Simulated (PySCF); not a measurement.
# C₄H₉ClGeO: circular dichroism and optical rotation

What do calculations give for the circular dichroism and optical rotation of C₄H₉ClGeO (`CO[C@@H]1C[CH2][Ge@@H]1[Cl]`)?

Programs: PySCF 2.14.0, with routines of our own; each step states its level. All values are computed. Atoms count from 0.

## Step 1: The starting structure

16 atoms, charge 0, multiplicity 1; geometry from: GFN2-xTB.

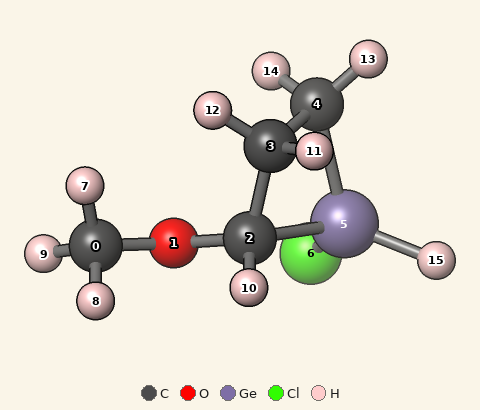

The starting geometry (carbon dark grey, oxygen red, germanium purple, chlorine green, hydrogen pink).

## Step 2: Circular dichroism and optical rotation: TDDFT B3LYP/aug-cc-pVDZ

Job settings and geometry (Å):

```
{"job": {"kind": "ecd", "xc": "B3LYP", "basis": "aug-cc-pVDZ", "nstates": 16}, "charge": 0, "multiplicity": 1}
C      2.353391     0.198419     0.174727
O      1.079850     0.644641    -0.217246
C      0.072387     0.497637     0.755197
C     -0.504493    -0.928181     0.842620
C     -1.545069    -0.940349    -0.287869
Ge    -1.601450     1.073120    -0.246608
Cl    -1.322352     2.132438    -2.041752
H      2.372626    -0.882046     0.357142
H      2.684346     0.715169     1.084510
H      3.030028     0.435063    -0.644342
H      0.409328     0.896578     1.719391
H     -0.986519    -1.051126     1.812512
H      0.256249    -1.701138     0.734176
H     -2.429645    -1.535000    -0.075012
H     -1.109764    -1.291791    -1.222010
H     -2.766509     1.745511     0.510635
```

Level: TDDFT B3LYP/aug-cc-pVDZ circular dichroism and optical rotation, one conformer, gas phase.

Launch:

```
> OMP_NUM_THREADS=1 python excited_run.py task.json out
```

The driver reads the jobs from task.json and runs them one after another.

Output:

```text
coarse grid: 61880 points
cycle   1  E = -2770.2125632842  dE =  2.168e-01  |g| = 7.011e-01  |ddm| = 1.071e+01
cycle   2  E = -2770.0361556317  dE =  1.764e-01  |g| = 1.139e+00  |ddm| = 3.790e+00
cycle   3  E = -2770.3209479845  dE = -2.848e-01  |g| = 1.298e-01  |ddm| = 2.228e+00
cycle   4  E = -2770.3239362744  dE = -2.988e-03  |g| = 4.919e-02  |ddm| = 3.438e-01
cycle   5  E = -2770.3244867277  dE = -5.505e-04  |g| = 1.299e-02  |ddm| = 1.273e-01
cycle   6  E = -2770.3245306041  dE = -4.388e-05  |g| = 3.539e-03  |ddm| = 3.500e-02
cycle   7  E = -2770.3245339190  dE = -3.315e-06  |g| = 8.576e-04  |ddm| = 9.254e-03
final grid: 129176 points
cycle   8  E = -2770.3244763255  dE =  1.159e-07  |g| = 1.297e-03  |ddm| = 1.987e-02
cycle   9  E = -2770.3244756516  dE =  6.739e-07  |g| = 2.030e-03  |ddm| = 7.312e-03
cycle  10  E = -2770.3244767977  dE = -1.146e-06  |g| = 1.198e-04  |ddm| = 4.494e-03
cycle  11  E = -2770.3244768019  dE = -4.146e-09  |g| = 1.755e-05  |ddm| = 3.139e-04
cycle  12  E = -2770.3244768019  dE = -6.821e-11  |g| = 3.903e-06  |ddm| = 5.840e-05
converged SCF energy = -2770.3244768019

Singlet excitations and rotatory strengths (1e-40 esu^2 cm^2)
state   eV       nm     f(len)   f(vel)    R(len)    R(vel)   main configurations
  1   5.7679   215.0  0.02225  0.02195    13.630    13.553   H->L 0.93
  2   5.9503   208.4  0.00688  0.00684    -7.155    -7.261   H-1->L 0.42, H->L+1 0.41
  3   5.9936   206.9  0.00605  0.00602    40.985    40.552   H-1->L 0.47, H->L+1 0.44
  4   6.1203   202.6  0.00246  0.00244   -13.070   -12.909   H->L+2 0.85
  5   6.3142   196.4  0.02192  0.02244    32.006    32.318   H-1->L+1 0.58, H->L+3 0.30
  6   6.4005   193.7  0.04480  0.04438    -6.055    -6.221   H->L+3 0.59, H-1->L+1 0.26
  7   6.4343   192.7  0.05117  0.05154     5.719     6.131   H-1->L+2 0.78, H-2->L 0.09
  8   6.5844   188.3  0.04464  0.04506     2.107     2.236   H-2->L 0.62, H->L+4 0.20
  9   6.6529   186.4  0.00959  0.00976    -2.757    -2.984   H-1->L+3 0.90
 10   6.6694   185.9  0.04685  0.04668   -16.512   -16.551   H->L+4 0.69, H-2->L 0.10
 11   6.8133   182.0  0.02253  0.02284   -18.514   -18.905   H->L+5 0.43, H-2->L+1 0.20, H-2->L+2 0.17
 12   6.9221   179.1  0.01700  0.01713     5.325     5.335   H->L+5 0.47, H-1->L+4 0.19, H-2->L+1 0.14
 13   6.9314   178.9  0.01442  0.01441   -24.843   -24.922   H-1->L+4 0.63, H-2->L+1 0.15, H-2->L+2 0.10
 14   7.0096   176.9  0.00336  0.00363    21.159    21.637   H-2->L+2 0.56, H-2->L+1 0.29
 15   7.0652   175.5  0.01757  0.01734   -14.187   -14.083   H->L+6 0.85
 16   7.2145   171.9  0.00831  0.00816    -1.524    -1.532   H-2->L+3 0.39, H->L+7 0.24, H-1->L+5 0.16

Specific rotation (deg / (dm g/mL))
    nm     length   length(OI)   velocity    alpha(len)  alpha(vel)
  633.0      12.98      13.36       9.43      101.920    101.033
  589.3      17.67      18.12      13.52      102.389    101.501
  546.0      24.73      25.27      19.83      102.980    102.089
  436.0      70.43      71.37      62.25      105.480    104.578
  405.0     101.72     102.87      91.96      106.648    105.742
  365.0     175.97     177.50     163.27      108.730    107.816
  355.0     205.21     206.87     191.54      109.394    108.478
```

It took 86 s on 1 thread of AMD EPYC 9B45, shared host; peak memory 1.1 GiB.

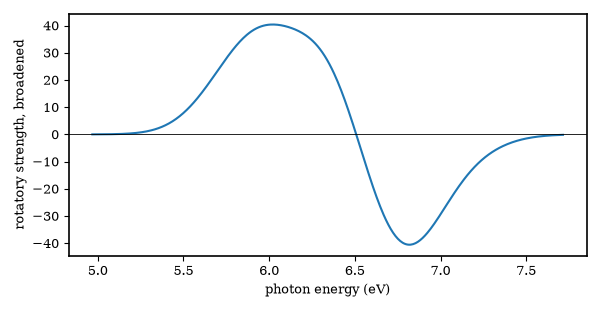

Circular dichroism: velocity-form rotatory strengths under Gaussians of 0.3 eV half-width at 1/e.

## Step 3: Summary of results

| quantity | value |
| --- | --- |
| state of largest rotatory strength (velocity form) among 16 (step 2, TDDFT B3LYP/aug-cc-pVDZ) | 5.99 eV, R = +40.6 (velocity), +41.0 (length) ·10⁻⁴⁰ esu² cm² |
| specific rotation at 633.0 nm (step 2, TDDFT B3LYP/aug-cc-pVDZ) | 9.4 (velocity), 13.0 (length) |

What this shows: Steps that list no spin-orbit terms leave them out, which matters at and beside the heavy atoms. Rotations belong to one conformer. The length form depends on the origin in a finite basis.
